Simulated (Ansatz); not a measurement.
## Run report: Si₂PH₆F, geometry relaxation (part 2 of 2)

Si₂PH₆F; RKS r2SCAN-D4/6-31G (Ansatz 0.2.0). It belongs to a series of runs on one base structure; here: end point B relaxed.

Geometry of the input (Å):
```
F  -1.6179  0.0651  1.7186
Si -1.0109  1.0922  0.6299
P  1.1037  0.6358  0.4295
Si 1.8396  2.4994  1.2761
H  -1.6860  0.9321  -0.6951
H  -1.1561  2.5123  1.0904
H  1.2964  -0.1911  1.5542
H  1.1475  2.7030  2.6005
H  1.4574  3.6470  0.3280
H  3.2397  2.4718  1.4798
```

### Trajectory as extended XYZ, continued
```
10
Properties=species:S:1:pos:R:3:forces:R:3 step=9 energy=-27852.07029
F    -1.7197    0.3594    1.9889    0.1279   0.2038  -0.3702
Si   -1.1412    1.0574    0.5174   -0.3271   0.0651   0.1578
P     1.1380    0.7469    0.2539    0.0013   0.0215   0.0315
Si    1.9606    2.5778    1.4414   -0.1027   0.0842   0.1010
H    -1.8785    0.3720   -0.6168    0.1442   0.0949   0.2493
H    -1.4531    2.5507    0.5363    0.0741  -0.3632  -0.0159
H     1.2831   -0.2554    1.2922    0.0031   0.0026  -0.0686
H     1.4544    2.6573    2.8628    0.0349  -0.0106  -0.1214
H     1.5124    3.8045    0.6898    0.0470  -0.0930   0.0443
H     3.4573    2.4969    1.4462   -0.0026  -0.0053  -0.0078
10
Properties=species:S:1:pos:R:3:forces:R:3 step=10 energy=-27852.08129
F    -1.6985    0.4655    2.0348    0.1470   0.1995  -0.4091
Si   -1.1349    1.0694    0.5143   -0.3542  -0.0535   0.1751
P     1.1403    0.7656    0.2303   -0.0661   0.0624  -0.0012
Si    1.9477    2.5764    1.4557   -0.0021   0.0039   0.1403
H    -1.8694    0.2947   -0.5621    0.1228   0.1258   0.2284
H    -1.4660    2.5544    0.4397    0.1011  -0.3327  -0.0018
H     1.3011   -0.2778    1.2262    0.0044   0.0613  -0.0547
H     1.4463    2.6029    2.8798    0.0389   0.0164  -0.1113
H     1.5020    3.8269    0.7450    0.0204  -0.1060   0.0205
H     3.4449    2.4894    1.4481   -0.0121   0.0228   0.0136
10
Properties=species:S:1:pos:R:3:forces:R:3 step=11 energy=-27852.07935 accepted=F
F    -1.6708    0.6363    2.1013    0.1841   0.1409  -0.5842
Si   -1.1632    1.0496    0.4931   -0.2932   0.1534   0.3405
P     1.1145    0.8629    0.1540    0.0820  -0.2780   0.2962
Si    1.9745    2.5525    1.5171   -0.2424   0.1798  -0.1228
H    -1.9253    0.1399   -0.4593    0.2445   0.1941   0.2562
H    -1.4838    2.5166    0.2637   -0.0433  -0.2978   0.0114
H     1.3256   -0.2318    1.0887    0.0164  -0.0413  -0.2093
H     1.4588    2.5485    2.9325    0.0358  -0.0399  -0.0741
H     1.5086    3.7966    0.8143    0.0751   0.0693   0.1080
H     3.4744    2.4964    1.5064   -0.0590  -0.0804  -0.0220
10
Properties=species:S:1:pos:R:3:forces:R:3 step=12 energy=-27852.10563
F    -1.6737    0.5438    2.0689    0.0616   0.1036  -0.1899
Si   -1.1480    1.0661    0.5170   -0.1403  -0.0330   0.0635
P     1.1247    0.8137    0.1953   -0.0399   0.0114  -0.0008
Si    1.9499    2.5732    1.4770   -0.0091   0.0036   0.0666
H    -1.8809    0.2246   -0.4969    0.0717   0.0627   0.1248
H    -1.4909    2.5302    0.3653    0.0439  -0.1562   0.0033
H     1.3270   -0.2736    1.1329   -0.0002   0.0388  -0.0492
H     1.4195    2.5925    2.8861    0.0233   0.0109  -0.0432
H     1.5399    3.8338    0.7688    0.0126  -0.0440   0.0199
H     3.4459    2.4633    1.4974   -0.0236   0.0022   0.0050
10
Properties=species:S:1:pos:R:3:forces:R:3 step=13 energy=-27852.11957
F    -1.6452    0.6306    2.1035    0.0372   0.0732  -0.0984
Si   -1.1526    1.0661    0.5187   -0.0949  -0.0266   0.0195
P     1.1126    0.8549    0.1597   -0.0034  -0.0114   0.0014
Si    1.9468    2.5683    1.4951   -0.0099   0.0092   0.0397
H    -1.8853    0.1537   -0.4265    0.0538   0.0384   0.0709
H    -1.5160    2.5098    0.2865    0.0192  -0.0889   0.0097
H     1.3507   -0.2690    1.0426   -0.0030   0.0276  -0.0394
H     1.3917    2.5728    2.8930    0.0178   0.0037  -0.0221
H     1.5702    3.8451    0.8003    0.0068  -0.0174   0.0195
H     3.4404    2.4351    1.5389   -0.0236  -0.0079  -0.0008
10
Properties=species:S:1:pos:R:3:forces:R:3 step=14 energy=-27852.13358
F    -1.6014    0.7683    2.1438    0.0214   0.0400  -0.0529
Si   -1.1574    1.0674    0.5160   -0.0292   0.0004   0.0171
P     1.1011    0.9055    0.1130   -0.0006  -0.0208   0.0018
Si    1.9409    2.5595    1.5189   -0.0168   0.0076   0.0194
H    -1.8814    0.0584   -0.3269    0.0303   0.0095   0.0296
H    -1.5572    2.4749    0.1740   -0.0071  -0.0355   0.0028
H     1.3763   -0.2584    0.9290   -0.0014   0.0171  -0.0182
H     1.3633    2.5321    2.9062    0.0133  -0.0062  -0.0112
H     1.5987    3.8621    0.8571    0.0025  -0.0012   0.0163
H     3.4304    2.3978    1.5808   -0.0123  -0.0110  -0.0047
10
Properties=species:S:1:pos:R:3:forces:R:3 step=15 energy=-27852.14006
F    -1.5443    0.9472    2.1795    0.0608   0.0540  -0.3130
Si   -1.1608    1.0807    0.5038   -0.1969  -0.0850   0.1260
P     1.0895    0.9584    0.0598    0.0520   0.0143   0.0562
Si    1.9332    2.5441    1.5461   -0.0118   0.0227  -0.0181
H    -1.8549   -0.0577   -0.2106    0.0864   0.1760   0.1223
H    -1.6343    2.4331    0.0264    0.0390  -0.1652   0.0606
H     1.3986   -0.2291    0.8304   -0.0418   0.0114  -0.0317
H     1.3542    2.4566    2.9299    0.0060  -0.0139  -0.0258
H     1.6133    3.8828    0.9456    0.0060  -0.0201   0.0269
H     3.4189    2.3514    1.6008    0.0002   0.0057  -0.0034
10
Properties=species:S:1:pos:R:3:forces:R:3 step=16 energy=-27852.14293
F    -1.5267    1.0206    2.1744    0.0525   0.0105  -0.2361
Si   -1.1552    1.0748    0.4943   -0.1506   0.0879   0.1336
P     1.0977    0.9710    0.0552   -0.0439  -0.0871  -0.0384
Si    1.9404    2.5471    1.5531   -0.0509  -0.0569   0.0852
H    -1.8616   -0.0840   -0.1609    0.1016   0.0829   0.0605
H    -1.6387    2.4001   -0.0315    0.0009  -0.0910   0.0324
H     1.3642   -0.2462    0.7973    0.0720   0.0888   0.0097
H     1.3668    2.4086    2.9350    0.0280   0.0125  -0.0152
H     1.5973    3.8988    0.9969   -0.0080  -0.0446  -0.0130
H     3.4290    2.3766    1.5980   -0.0016  -0.0031  -0.0188
10
Properties=species:S:1:pos:R:3:forces:R:3 step=17 energy=-27852.15141
F    -1.5021    1.1218    2.1570    0.0301   0.0236  -0.0538
Si   -1.1479    1.1028    0.4792   -0.0651  -0.0157   0.0935
P     1.1052    0.9751    0.0400   -0.0159  -0.0408   0.0377
Si    1.9332    2.5200    1.5763    0.0093   0.0177  -0.0021
H    -1.8240   -0.0989   -0.1056    0.0006  -0.0343  -0.0226
H    -1.6825    2.3787   -0.0975    0.0369   0.0161  -0.0240
H     1.3654   -0.2447    0.7814    0.0054   0.0625  -0.0203
H     1.4015    2.3570    2.9722    0.0157  -0.0230  -0.0417
H     1.5364    3.8635    1.0355    0.0059  -0.0116   0.0293
H     3.4282    2.3923    1.5734   -0.0228   0.0055   0.0040
10
Properties=species:S:1:pos:R:3:forces:R:3 step=19 energy=-27852.15832
F    -1.4674    1.4208    2.1235    0.0494  -0.0395  -0.3139
Si   -1.1463    1.1339    0.4520   -0.1255  -0.0168   0.1264
P     1.1072    0.9854    0.0102    0.0143   0.0222   0.0408
Si    1.9183    2.4796    1.6055    0.0413   0.1372   0.0845
H    -1.7902   -0.1743    0.0596    0.0186   0.1679   0.0676
H    -1.7011    2.3085   -0.3156    0.0522  -0.1466   0.1001
H     1.3789   -0.2318    0.7480   -0.0392  -0.0015  -0.0211
H     1.4975    2.1448    3.0164    0.0602   0.0284  -0.1702
H     1.3956    3.8442    1.2206    0.0516  -0.1775   0.0542
H     3.4208    2.4565    1.4917   -0.1229   0.0262   0.0315
10
Properties=species:S:1:pos:R:3:forces:R:3 step=20 energy=-27852.16472
F    -1.4567    1.4343    2.1092    0.0274  -0.0227  -0.1500
Si   -1.1428    1.1319    0.4450   -0.1010   0.0391   0.1071
P     1.1123    0.9824    0.0113    0.0503  -0.0384   0.0215
Si    1.9260    2.4738    1.6085   -0.0075   0.1218   0.0506
H    -1.8157   -0.1606    0.0693    0.0471   0.0654   0.0270
H    -1.7001    2.2992   -0.3215    0.0467  -0.0674   0.0319
H     1.3758   -0.2366    0.7488   -0.0313  -0.0098  -0.0296
H     1.5155    2.1332    3.0158    0.0329   0.0043  -0.0963
H     1.3715    3.8203    1.2238    0.0408  -0.0847   0.0486
H     3.4276    2.4895    1.5016   -0.1054  -0.0076  -0.0107
10
Properties=species:S:1:pos:R:3:forces:R:3 step=21 energy=-27852.17109
F    -1.4573    1.5020    2.0784   -0.0009   0.0160   0.0431
Si   -1.1342    1.1478    0.4341    0.0778  -0.0285  -0.0503
P     1.1272    0.9453    0.0251   -0.0381   0.0503   0.0488
Si    1.9183    2.4667    1.6164   -0.0053  -0.0342  -0.0535
H    -1.8176   -0.1420    0.0897   -0.0125  -0.0005   0.0072
H    -1.6549    2.2987   -0.3707   -0.0028   0.0047  -0.0120
H     1.3528   -0.2674    0.7840   -0.0070   0.0009  -0.0003
H     1.6020    2.0653    3.0251   -0.0051  -0.0115   0.0064
H     1.2738    3.7831    1.2965   -0.0034  -0.0093   0.0027
H     3.4033    2.5678    1.4332   -0.0027   0.0122   0.0078
10
Properties=species:S:1:pos:R:3:forces:R:3 step=22 energy=-27852.17232
F    -1.4324    1.5821    2.0580   -0.0048  -0.0035  -0.0083
Si   -1.1244    1.1605    0.4237    0.0657  -0.0067  -0.0162
P     1.1362    0.9301    0.0248   -0.0270   0.0280   0.0270
Si    1.9138    2.4527    1.6218   -0.0163   0.0203  -0.0092
H    -1.8217   -0.1363    0.1321   -0.0053   0.0213   0.0114
H    -1.6353    2.2870   -0.4231   -0.0061  -0.0158   0.0081
H     1.3415   -0.2802    0.7935    0.0003   0.0015  -0.0018
H     1.6467    1.9954    3.0275    0.0163   0.0265  -0.0509
H     1.1977    3.7471    1.3479    0.0493  -0.0660   0.0234
H     3.3913    2.6291    1.4057   -0.0722  -0.0056   0.0166
10
Properties=species:S:1:pos:R:3:forces:R:3 step=23 energy=-27852.17298
F    -1.4244    1.5821    2.0581    0.0045   0.0010   0.0073
Si   -1.1195    1.1574    0.4244   -0.0099   0.0015  -0.0142
P     1.1372    0.9342    0.0195   -0.0205   0.0093   0.0022
Si    1.9081    2.4523    1.6193    0.0333   0.0310   0.0240
H    -1.8253   -0.1355    0.1394    0.0115  -0.0014   0.0054
H    -1.6404    2.2793   -0.4210    0.0021   0.0035  -0.0051
H     1.3454   -0.2792    0.7825    0.0082   0.0074   0.0035
H     1.6338    2.0027    3.0238    0.0012   0.0008  -0.0192
H     1.2116    3.7554    1.3494    0.0112  -0.0457  -0.0059
H     3.3870    2.6188    1.4163   -0.0417  -0.0073   0.0020
10
Properties=species:S:1:pos:R:3:forces:R:3 step=24 energy=-27852.17336
F    -1.4193    1.5954    2.0559   -0.0023   0.0037   0.0003
Si   -1.1203    1.1600    0.4235    0.0020  -0.0016   0.0015
P     1.1356    0.9406    0.0162    0.0026   0.0059  -0.0009
Si    1.9082    2.4503    1.6227    0.0003   0.0020   0.0000
H    -1.8189   -0.1396    0.1528    0.0006   0.0003  -0.0007
H    -1.6470    2.2737   -0.4295   -0.0006  -0.0025   0.0012
H     1.3487   -0.2745    0.7745   -0.0010  -0.0024   0.0005
H     1.6304    1.9962    3.0238   -0.0005  -0.0019  -0.0009
H     1.2112    3.7500    1.3509    0.0000  -0.0021  -0.0005
H     3.3849    2.6152    1.4209   -0.0010  -0.0014  -0.0004
```

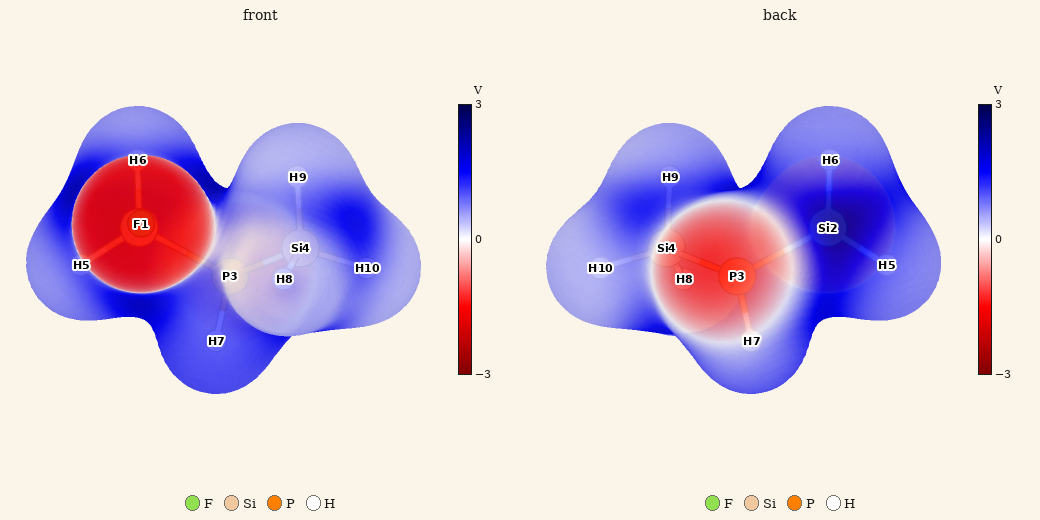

*The molecular electrostatic potential painted on the density surface at 0.004 e/bohr³, seen at a tilt and from behind; red is negative and blue positive.*

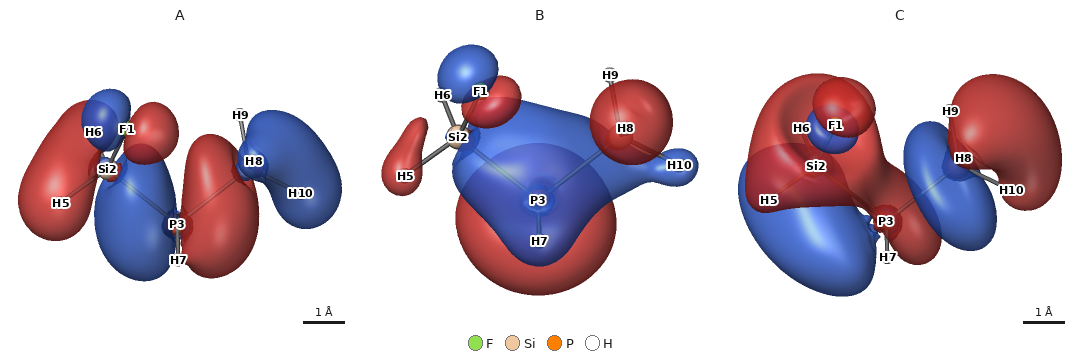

*Three frontier orbitals at ±0.06 Å⁻³ᐟ² (red and blue are the two phases).*

A is the HOMO−1 (−8.10 eV). Its weight (Hirshfeld) is mainly on P3 (40 %), Si4 (20 %), Si2 (15 %) and F1 (10 %). B is the HOMO (−6.60 eV). C is the LUMO (−0.99 eV). It lies mainly on Si4 (30 %), Si2 (30 %), P3 (20 %) and F1 (10 %). The HOMO–LUMO gap is 5.61 eV between the orbital energies.

### Results in brief

| quantity | value |
| --- | --- |
| outcome | converged |
| total energy | −27852.1734 eV |
| mean-field energy | −27852.1144 eV |
| largest force (length of the vector) at the end | 0.006 eV/Å |
| hardware | 1 thread of Intel Xeon (Granite Rapids), 32 GiB of memory available, shared host |
| wall time | 69 s |
| peak memory | 0.17 GiB |
